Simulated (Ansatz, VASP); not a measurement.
**Cross-check of NaCl (Halite) between VASP and Ansatz**

Aim: how closely do two programs agree when they are given the same cell, functional and k mesh? The cell comes out of the VASP series on this material, whose earlier steps may have relaxed, scaled or displaced it; both programs get it as it stands.

Main program and level: Ansatz 0.2.0; plane waves, with VASP 6.6.1 beside it; relaxation of cell and atoms at RPBE.

### 1. Starting point

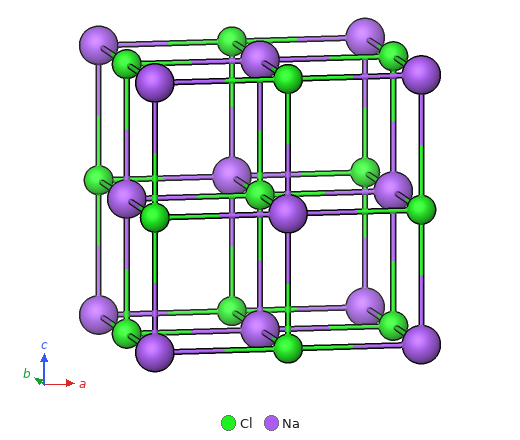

Start, viewed slightly off an axis; chlorine green, sodium purple. This picture shows the conventional cell, with its axes. Some periodic images of atoms are drawn too.

As a file:

```
Cl Na
1.0
     0.00000    2.91439    2.91439
     2.91439    0.00000    2.91439
     2.91439    2.91439    0.00000
Cl Na
1 1
Direct
  0.50000 0.50000 0.50000
  0.00000 0.00000 0.00000
```

### 2. VASP: relaxation of cell and atoms, RPBE

The relaxed volume is the usual yardstick between codes: its relative difference is about their pressure difference at one cell divided by the bulk modulus.

Lines of VASP's logs that name or quote its potential files are left out, and so is its time.

The input, INCAR:

```
SYSTEM = NaCl
PREC = Accurate
ENCUT = 450
EDIFF = 1E-06
NELM = 100
ISMEAR = 0
SIGMA = 0.03
LREAL = .FALSE.
ALGO = Normal
GGA = RP
NBANDS = 13
LORBIT = 11
LWAVE = .FALSE.
LCHARG = .FALSE.
KPAR = 4
IBRION = 2
NSW = 50
ISIF = 3
EDIFFG = -0.006
```

The input, POSCAR:

```
NaCl
1.0
    0.0000000000      2.9143851419      2.9143851419
    2.9143851419      0.0000000000      2.9143851419
    2.9143851419      2.9143851419      0.0000000000
Cl Na
1 1
Direct
    0.5000000000      0.5000000000      0.5000000000
    0.0000000000      0.0000000000      0.0000000000
```

The input, KPOINTS:

```
Automatic mesh
0
Gamma
6 6 6
0 0 0
```

Potentials, in the order of the species: Cl and Na_pv (PBE family, release 64).

Started as:

```bash
> mpirun -np 4 vasp_std
```

Numbers of over 12 decimals in the logs are rounded to 6 here.

The log of the run:

```text
[banner, memory and clock lines left out]
running    4 mpi-ranks, on    1 nodes
 distrk:  each k-point on    1 cores,    4 groups
 distr:  one band on    1 cores,    1 groups

 POSCAR found type information on POSCAR ClNa
 POSCAR found :  2 types and       2 ions
|                                                                             |
|               ----> ADVICE to this user running VASP <----                  |
|                                                                             |
|     You enforced a specific xc type in the INCAR file but a different       |
|     [... a line on the potential file left out ...]
|     I HOPE YOU KNOW WHAT YOU ARE DOING!                                     |
|                                                                             |

 LDA part: xc-table for (Slater+PW92), standard interpolation
 POSCAR, INCAR and KPOINTS ok, starting setup
 FFT: planning ... GRIDC
 FFT: planning ... GRID_SOFT
 FFT: planning ... GRID
 WAVECAR not read
 entering main loop
       N       E                     dE             d eps       ncg     rms          rms(c)
DAV:   1     0.944274863106E+02    0.94427E+02   -0.66329E+03   416   0.975E+02
DAV:   2     0.221307141826E+01   -0.92214E+02   -0.84551E+02   429   0.250E+02
DAV:   3    -0.651614979582E+01   -0.87292E+01   -0.86676E+01   546   0.744E+01
DAV:   4    -0.667452033607E+01   -0.15837E+00   -0.15830E+00   466   0.109E+01
DAV:   5    -0.667819229340E+01   -0.36720E-02   -0.36717E-02   542   0.165E+00    0.245E+00
DAV:   6    -0.645430531866E+01    0.22389E+00   -0.40966E-01   491   0.338E+00    0.191E+00
DAV:   7    -0.644734954140E+01    0.69558E-02   -0.11528E-01   486   0.194E+00    0.125E+00
DAV:   8    -0.646106673576E+01   -0.13717E-01   -0.22751E-02   431   0.121E+00    0.269E-01
DAV:   9    -0.646110942495E+01   -0.42689E-04   -0.30979E-04   541   0.145E-01    0.158E-01
DAV:  10    -0.646168821432E+01   -0.57879E-03   -0.12526E-03   426   0.265E-01    0.940E-02
DAV:  11    -0.646167352978E+01    0.14685E-04   -0.25873E-05   519   0.524E-02    0.151E-02
DAV:  12    -0.646167817731E+01   -0.46475E-05   -0.63409E-06   456   0.244E-02    0.184E-03
DAV:  13    -0.646167970313E+01   -0.15258E-05   -0.22007E-06   461   0.106E-02    0.417E-03
DAV:  14    -0.646167942049E+01    0.28264E-06   -0.93648E-08   293   0.203E-03
   1 F= -.64616794E+01 E0= -.64616794E+01  d E =-.646168E+01
 curvature:   0.00 expect dE= 0.000E+00 dE for cont linesearch  0.000E+00
 trial: gam= 0.00000 g(F)=  0.266E-63 g(S)=  0.185E-05 ort = 0.000E+00 (trialstep = 0.100E+01)
 search vector abs. value=  0.185E-05
 reached required accuracy - stopping structural energy minimisation
```

Parts of OUTCAR (step 2):

```text
ion  position               nearest neighbor table
   1  0.500  0.500  0.500-
   2  0.000  0.000  0.000-

  LATTYP: Found a face centered cubic cell.
 ALAT       =     5.8287702838

 Subroutine GETGRP returns: Found 48 space group operations
 (whereof 48 operations were pure point group operations)

The static configuration has the point symmetry O_h .

 Found     16 irreducible k-points:

   k-points           NKPTS =     16   k-points in BZ     NKDIM =     16   number of bands    NBANDS=     13

   dimension x,y,z NGX =    30 NGY =   30 NGZ =   30
   dimension x,y,z NGXF=    60 NGYF=   60 NGZF=   60

   ENCUT  =  450.0 eV  33.07 Ry    5.75 a.u.   7.13  7.13  7.13*2*pi/ulx,y,z

   NELECT =      14.0000    total number of electrons

 k-points in reciprocal lattice and weights: Automatic mesh
   0.00000000  0.00000000  0.00000000       0.005
   0.16666667  0.00000000  0.00000000       0.037
   0.33333333  0.00000000  0.00000000       0.037
   0.50000000  0.00000000  0.00000000       0.019
   0.16666667  0.16666667  0.00000000       0.028
   0.33333333  0.16666667  0.00000000       0.111
   0.50000000  0.16666667  0.00000000       0.111
  -0.33333333  0.16666667  0.00000000       0.111
  -0.16666667  0.16666667  0.00000000       0.056
[...]
-0.33333333  0.33333333  0.16666667       0.111
  -0.33333333  0.50000000  0.16666667       0.056

 average (electrostatic) potential at core
       1 -93.8685       2 -48.2334

 E-fermi :  -1.0006

 k-point     1 :       0.0000    0.0000    0.0000
  band No.  band energies     occupation
    ...
      3     -22.1896      2.00000
      4     -13.5820      2.00000
      5      -1.1336      2.00000
      6      -1.1336      2.00000
      7      -1.1336      2.00000
      8       3.9379      0.00000
      9      10.0420      0.00000
     10      10.0420      0.00000
     11      10.0420      0.00000
     12      12.0092      0.00000
    ...

 k-point     2 :       0.1667    0.0000    0.0000
  band No.  band energies     occupation
    ...
      3     -22.1899      2.00000
      4     -13.5235      2.00000
      5      -1.6205      2.00000
      6      -1.1878      2.00000
      7      -1.1878      2.00000
      8       4.6732      0.00000
      9       9.2710      0.00000
     10      10.2762      0.00000
     11      10.2762      0.00000
     12      11.6728      0.00000
    ...

 k-point     3 :       0.3333    0.0000    0.0000
  band No.  band energies     occupation
    ...
      3     -22.1906      2.00000
      4     -13.4027      2.00000
      5      -2.3901      2.00000
      6      -1.2920      2.00000
      7      -1.2920      2.00000
      8       5.8716      0.00000
      9       8.7598      0.00000
     10      10.0155      0.00000
     11      10.0155      0.00000
     12      12.6990      0.00000
    ...

  Total       -0.0050624     -0.0050624     -0.0050624     -0.0000000      0.0000000      0.0000000
  in kB       -0.1638301     -0.1638301     -0.1638301     -0.0000000      0.0000000      0.0000000
  external PRESSURE =      -0.1638301 kB  Pullay stress =       0.0000000 kB

  energy-cutoff  :      450.00
  volume of cell :       49.51
      direct lattice vectors                 reciprocal lattice vectors
     0.000000000  2.914385142  2.914385142    -0.171562774  0.171562774  0.171562774
     2.914385142  0.000000000  2.914385142     0.171562774 -0.171562774  0.171562774
     2.914385142  2.914385142  0.000000000     0.171562774  0.171562774 -0.171562774

 POSITION                                       TOTAL-FORCE (eV/Angst)
 -----------------------------------------------------------------------------------
      2.91439      2.91439      2.91439        -0.000000      0.000000      0.000000
      0.00000      0.00000      0.00000         0.000000     -0.000000      0.000000
 -----------------------------------------------------------------------------------
    total drift:                                0.000000      0.000000      0.000000

  FREE ENERGIE OF THE ION-ELECTRON SYSTEM (eV)
  ---------------------------------------------------
  free  energy   TOTEN  =        -6.4616794205 eV

  energy  without entropy=       -6.4616794205  energy(sigma->0) =       -6.46167942

 reached required accuracy - stopping structural energy minimisation

 total charge
# of ion       s       p       d       tot
------------------------------------------
    1        1.592   3.597   0.000   5.189
    2        0.034   5.971   0.000   6.005
--------------------------------------------------
tot          1.626   9.568   0.000  11.193

[... 3 further parts left out ...]
```

CONTCAR:

```
NaCl
   1.00000000000000
     0.0000000000000000    2.9143851419000000    2.9143851419000000
     2.9143851419000000    0.0000000000000000    2.9143851419000000
     2.9143851419000000    2.9143851419000000    0.0000000000000000
  Cl              Na
     1     1
Direct
     0.5000000000000000    0.5000000000000000    0.5000000000000000
     0.0000000000000000    0.0000000000000000    0.0000000000000000
```

### 3. Ansatz: relaxation of cell and atoms, RPBE

Ansatz runs on its default PAW (the set named soft_2) files.

The same cell, functional, mesh and smearing now go to Ansatz, which takes its cutoff from its data sets.

The input, input.yaml:

```yaml
crystal:
  lattice:
    - [0.0, 2.9143851419, 2.9143851419]
    - [2.9143851419, 0.0, 2.9143851419]
    - [2.9143851419, 2.9143851419, 0.0]
  atoms:
    - { symbol: Cl, position: [0.5, 0.5, 0.5] }
    - { symbol: Na, position: [0.0, 0.0, 0.0] }
hamiltonian:
  xc: rpbe
  pseudopotentials: { kind: paw }
kpoints:
  mp_grid: { grid: [6, 6, 6] }
scf:
  occupations: { method: gaussian, width: 0.03 }
relax:
  f_tol: 0.01
  max_steps: 60
  cell: { stress_tol: 0.05 }
output:
  forces: true
  stress: true
```

Started as:

```bash
> ansatz run input.yaml --threads 4 --pin off --max-ram 9216MiB --backend cpu --events-out ev --progress --plain --runs-dir out
```

The log of the run:

```text
Engine: ansatz 0.2.0, aarch64-unknown-linux-gnu
Pseudopotentials: kind: paw
Pseudopotential: Cl, paw, valence charge 7, recommended cutoff 420 eV (normal), Cl.paw.azcp
Pseudopotential: Na, paw, valence charge 9, recommended cutoff 420 eV (normal), Na.paw.azcp
Functional definition: RPBE
  parameter kappa = 0.804
  parameter beta = 0.066725
  exchange = rpbe_x(kappa = kappa, mu = beta*pi^2/3)
  correlation = pbe_c(beta = beta)
Crystal: 2 atoms, lattice volume = 49.507 Å³
Basis set: ecut = 420 eV, 941 PW (Γ), exchange–correlation on 60×60×60 points (8 copies of the dense FFT grid, shifted against one another)
Bands: 12, of which v1, the nominal top of the filled ones, is band 8 counted from 1 (7 counted from 0)
Symmetry: 48 space group operations
Space group: Fm-3m (ITA 225), of the structure as read, at distance tolerance 3.7e-5 Å
k-points: 16 of 216
Non-local potential: Cl, projectors of the file, l = 0: 2, l = 1: 2, l = 2: 2
Non-local potential: Na, projectors of the file, l = 0: 3, l = 1: 2, l = 2: 1
PAW form: soft (Blöchl's): semilocal exchange-correlation on the pseudo side does not see the compensation charge
PAW frozen core: Cl, regenerated for the run's functional, and the local potential with it (the file was generated under x = pbe(κ = 0.804, μ = 0.219515), c = pbe(β = 0.066725))
PAW frozen core: Na, regenerated for the run's functional, and the local potential with it (the file was generated under x = pbe(κ = 0.804, μ = 0.219515), c = pbe(β = 0.066725))
PAW one-centre angular grid: Cl, 110 points (default); XC on 64 Gauss nodes
PAW one-centre angular grid: Na, 110 points (default); XC on 64 Gauss nodes
Initial density: superposition of atomic densities (neutral atoms: chi_scale 0, normalization atom), corrected by the library's trained network
Initial wavefunctions: pseudopotential atomic-orbital guess
Functional: x = rpbe, c = pbe(β = 0.066725)
SCF iter   1: F=—  HF=-2576.005773 eV  |F-HF|=—  |Δ(HF+E_count)|=         —  Δρ=3.64e-3  dr2=8.54e-3  ethr=1.77e-3  ⟨swp⟩=5.9  Hψ=1132  notcnv=0
preconditioner: auto → none  [insulator: Δε(μ)=5.096 eV  Ē_g=13.384 eV  σ=0.030 eV  W_gap=1.00  n_scr=14 (ndim 8)  ℏωp=14.9 eV  f_vac=0.051  D(μ)=0.00/eV (n_scr^D=0)  ε∞_Penn≈2.2]
SCF iter   2: F=—  HF=-2576.004628 eV  |F-HF|=—  |Δ(HF+E_count)|=   1.14e-3  Δρ=1.66e-3  dr2=9.88e-4  ethr=5.34e-5  ⟨swp⟩=3.0  Hψ=498  notcnv=0
SCF iter   3: F=—  HF=-2576.004400 eV  |F-HF|=—  |Δ(HF+E_count)|=   2.28e-4  Δρ=6.49e-4  dr2=1.21e-4  ethr=6.18e-6  ⟨swp⟩=2.0  Hψ=234  notcnv=0
SCF iter   4: F=—  HF=-2576.004434 eV  |F-HF|=—  |Δ(HF+E_count)|=   3.35e-5  Δρ=1.28e-4  dr2=1.15e-5  ethr=7.56e-7  ⟨swp⟩=2.4  Hψ=254  notcnv=0
SCF iter   5: F=—  HF=-2576.004431 eV  |F-HF|=—  |Δ(HF+E_count)|=   2.57e-6  Δρ=3.51e-5  dr2=1.09e-6  ethr=7.17e-8  ⟨swp⟩=3.0  Hψ=320  notcnv=0
SCF iter   6: F=—  HF=-2576.004431 eV  |F-HF|=—  |Δ(HF+E_count)|=   1.13e-7  Δρ=1.48e-5  dr2=1.58e-7  ethr=6.80e-9  ⟨swp⟩=2.0  Hψ=256  notcnv=0
SCF iter   7: F=-2576.004431 eV  HF=-2576.004431 eV  |F-HF|=1.38e-8  |Δ(HF+E_count)|=   5.03e-8  Δρ=5.02e-6  dr2=1.85e-8  ethr=6.25e-10  ⟨swp⟩=4.0  Hψ=557  notcnv=0
SCF 1 converged in 7 iterations: F = -2576.004431 eV  dr2 = 1.85e-8
  greatest PAW one-centre occupation: 0.999 electrons in one spin orbital (limit 2), on the Na atom at site 1 (counted from 0), in its partial waves of l = 0
relax step   1: F+E_penalty+E_count = -2576.00443108 eV  Δ(F+E_penalty+E_count) = +0.000e0 eV  max|allowed force component| = 3.410e-30 eV/Å  Δτ_max = 0.0000 Å  P = +0.143 GPa  Ω = 49.507 Å³  (7 SCF iters, dr2 threshold 1.00e-7 eV, accepted)
[...]
relax step   2: F+E_penalty+E_count = -2576.00454671 eV  Δ(F+E_penalty+E_count) = -1.156e-4 eV  max|allowed force component| = 3.221e-30 eV/Å  Δτ_max = 0.0000 Å  P = +0.065 GPa  Ω = 49.698 Å³  energy of the carried Pulay correction = -7.930e-6 eV  (4 SCF iters, dr2 threshold 5.09e-8 eV, accepted)
[...]
relax step   3: F+E_penalty+E_count = -2576.00457332 eV  Δ(F+E_penalty+E_count) = -2.661e-5 eV  max|allowed force component| = 2.613e-30 eV/Å  Δτ_max = 0.0000 Å  P = +0.001 GPa  Ω = 49.860 Å³  energy of the carried Pulay correction = -1.465e-5 eV  (4 SCF iters, dr2 threshold 1.07e-8 eV, accepted)
[...]
relax step   4: F+E_penalty+E_count = -2576.00459071 eV  Δ(F+E_penalty+E_count) = -1.739e-5 eV  max|allowed force component| = 9.779e-31 eV/Å  Δτ_max = 0.0000 Å  P = +0.000 GPa  Ω = 49.860 Å³  stress off target by 2.68e-4 GPa  SCF on the basis re-selected at this cell (its energy is not comparable with the rows above)  (6 SCF iters)
basis re-selected at this cell: Δ(F+E_penalty+E_count) = -1.739e-5 eV, ΔP = -0.001 GPa vs the last step (what re-selecting the basis moved, of the pressure what is left beyond the Pulay correction that the steps carried, after the strain that the cell walked since its last selection, with what the two solves' SCF thresholds leave and, on support functions, any second-order correction that the steps lacked; it is no m [...]
SCF converged after 6 iterations
Free energy (F): -2576.004591 eV
Harris-Foulkes:  -2576.004591 eV  (|F-HF|=2.27e-12)
Internal energy: -2576.004591 eV  (E = F + TS)
E sigma→0 (E₀):  -2576.004591 eV
Fermi energy:    3.006545 eV
--- Per-component energies (eV) ---
  E_band       = -245.654770
  E_kinetic    = 282.611026
  E_local      = -1581.368958  (includes V_loc(G=0)·N_el)
  E_nonlocal   = 142.452579
  E_hartree    = 559.891190
  E_xc         = -147.750884
  E_vxc        = -173.405971  (∫ρ·V_xc dr)
  E_paw        = -928.078720  (= ΣΔE_a)
  E_vpaw       = -35.725900  (= ΣTr[D̂ρ^β])
  E_aug_tail   = 0.000041  (compensation charges beyond the density's cutoff)
  E_ewald      = -903.693920
  E_core_change = -0.066945  (= ΣΔE_core)
  E_smearing   = -0.000000  (= −TS)
  E_closure    = 0.000000  (closes the sum)
  Σ components = -2576.004591   (vs F -2576.004591, Δ=0.00e0)
--- Forces (eV/Å), atoms counted from 1 ---
  atom   1  Cl     0.00000000     0.00000000     0.00000000
  atom   2  Na    -0.00000000     0.00000000    -0.00000000
  max |Σ_I F_I| component: 1.73e-30 eV/Å
--- Stress (GPa, compression-positive) ---
        0.000268      -0.000000      -0.000000
       -0.000000       0.000268       0.000000
       -0.000000      -0.000000       0.000268
  P = ⅓ Tr σ = 0.0003 GPa (0.003 kbar)
--- Relaxed structure (3 steps of the walk, 3 accepted, 1 SCFs on fresh bases) ---
  F+E_penalty+E_count = -2576.00459071 eV   max|allowed force component| = 9.779e-31 eV/Å   (the final SCF, on the basis selected at the relaxed cell)
  cell:  # Å, volume = 49.8603 Å³
    - [0, 2.921291, 2.921291]
    - [2.921291, 0, 2.921291]
    - [2.921291, 2.921291, 0]
  atoms:
    - { symbol: Cl, position: [0.5, 0.5, 0.5] }
    - { symbol: Na, position: [0, 0, 0] }
```

The job ended after 1 s (4 threads of Arm Neoverse V1, shared host; peak memory 0.29 GiB).

### 4. Comparison

Known differences besides the PAW data sets themselves: both relaxations stop at a tolerance, which leaves soft axes loose, and VASP keeps its plane-wave basis; the data sets hold 16 valence electrons in Ansatz (default PAW (the set named soft_2) files) and 14 in VASP; the cutoff is 420 eV in Ansatz and 450 eV in VASP; Ansatz makes its cores anew for this functional, VASP keeps those of its PBE data sets; VASP leaves aspherical gradient terms in its spheres out (LASPH is not set), Ansatz keeps them; Ansatz adds a Pulay correction to the stress that steers its cell, VASP none. Total energies have different zeros and are not compared.

Compared:

| quantity | Ansatz | VASP | difference |
| --- | --- | --- | --- |
| volume (Å³) | 49.86 | 49.51 | +0.71 % |
| edge a after relaxation, in the typed setting (Å) | 4.131 | 4.122 | +0.24 % |

The walks stopped with 0.00 GPa left in Ansatz and -0.02 GPa in VASP; each walk ends within a tolerance, so the volume difference is uncertain by about these residues over the bulk modulus, most in soft cells.

### 5. Results

| Quantity | Value |
| --- | --- |
| difference in volume (relaxation of cell and atoms, RPBE) | 0.71 % |

In words: The difference in volume is 0.71 % (relaxation of cell and atoms, RPBE), within the 1.2 % picked in this series as the mark of a large difference, as far as the stopping tolerances let one tell. How closely two codes agree says nothing of how well the functional describes the real material.

[Lines on the potential files, build, host, timing and source positions are cut from VASP's logs without a mark.]

[Logs are printed without paths, hosts, clocks, repeated set-up lines and the standing remarks that a program may print on its own settings, such as how far it seeks lower states.]

[Hosts, paths, dates, database ids (printed as entryN), source tags and the programs' standing remarks are cut or masked in the printed files.]
